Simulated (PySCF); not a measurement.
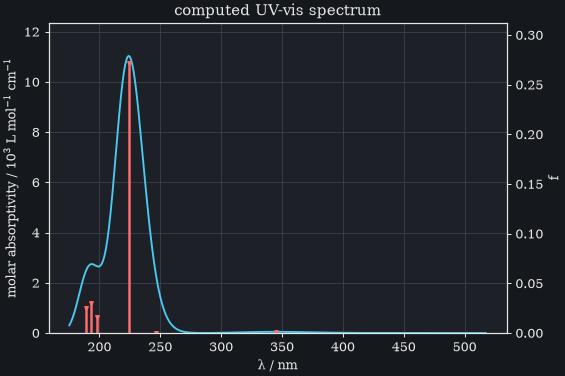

Vertical TDDFT excitations, PBE0/def2-SVPD, PySCF, at a GFN2-xTB geometry (no frequency check), gas phase. Only the first 6 singlet excitations are included; each is broadened by a Gaussian of 1/e half-width 0.40 eV. Sticks give oscillator strengths (right axis).

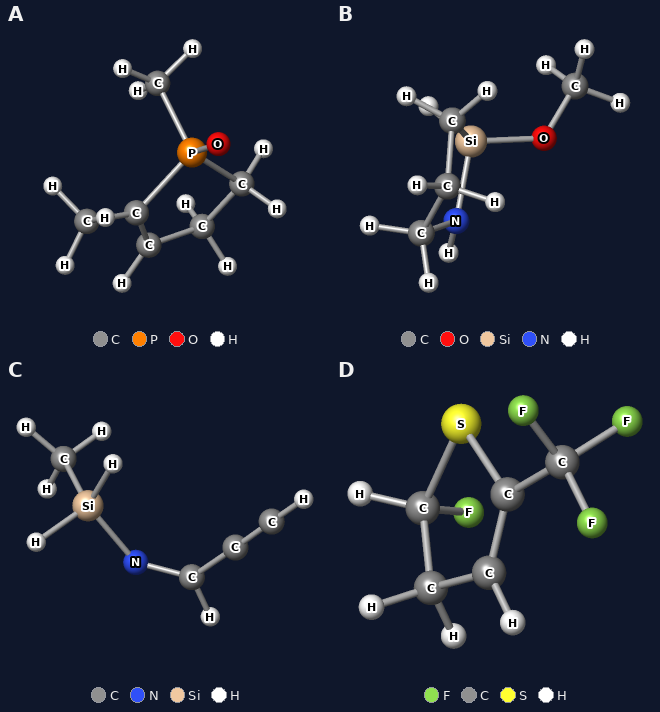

Which molecule gives this spectrum? Choose among the lettered structures.

Answer. Structure C, C₄H₇NSi, SMILES C#C/C=N\[SiH2]C. Its lowest singlet lies at 3.60 eV (f = 0.001) and the brightest of those computed is S3 at 5.53 eV (224 nm), f = 0.272, mainly HOMO−1 → LUMO (86 %).

Known limits of this run: the tight-binding geometry is rougher than a DFT one and adds to the error; one conformer of a flexible molecule; core orbitals are frozen in the response.
